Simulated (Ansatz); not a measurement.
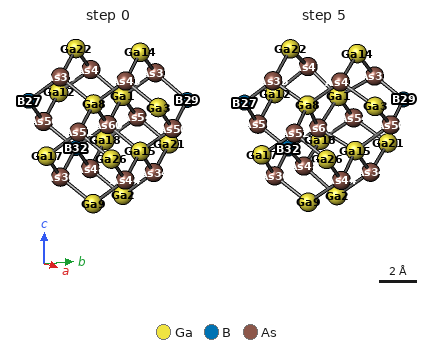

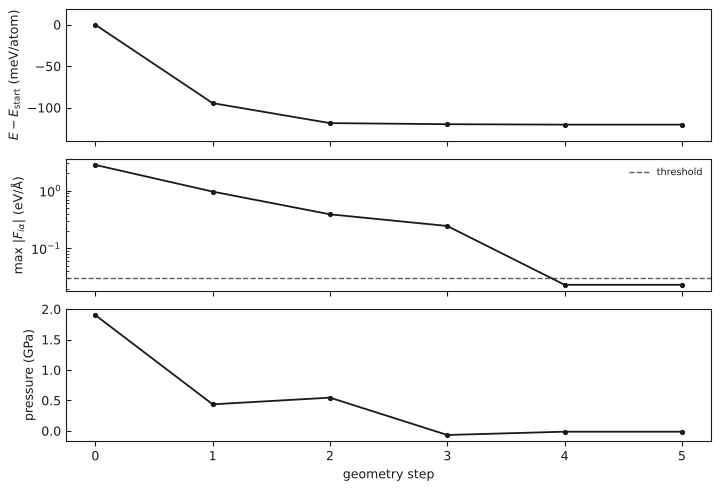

First and last geometry of a relaxation of crystalline Ga26B6As32 (a generated structure, set up in P1), with the history of the run. The picture is a ball-and-stick view of the atoms within 5.0 Å of the atom that moves most (axes of the cell of the calculation (origin shifted)), seen slightly off an axis.

The calculation used DFT, PBEsol, PAW, plane waves (Ansatz 0.2.0). Set-up: plane-wave cutoff 420 eV; k-point mesh 1 × 1 × 1; mesh shifted by (0.25, 0.25, 0.25); no spin polarisation; cell relaxed at fixed shape; force threshold 0.03 eV/Å; at most 80 steps.

> Read the history and describe the run.

It converged. Over 5 geometry steps the energy falls by 120 meV per atom. The largest force component goes from 2.8 to 0.023 eV/Å. Pressure: 1.90 GPa at the start and −0.01 GPa at the end. As60 moves most: 0.40 Å along [−1 −1 −1]. By element the largest moves are As 0.40 Å, B 0.21 Å, Ga 0.16 Å. The cell doesn't change. Some distances before and after: B29–As33 2.389 → 2.105 Å, B32–As36 2.410 → 2.136 Å, B32–As48 2.383 → 2.125 Å, B27–As35 2.369 → 2.119 Å. Bond angles that change, for instance: Ga1–As60–B32 107.8° → 119.1°, Ga15–As60–B32 108.5° → 118.8°, Ga1–As60–Ga15 108.8° → 99.2°. The space group stays P1 (No. 1). The run took 9.9 s on 1 × NVIDIA GB300 Max-Q with 8 threads of Arm Neoverse-V2, peak memory 2.2 GiB.
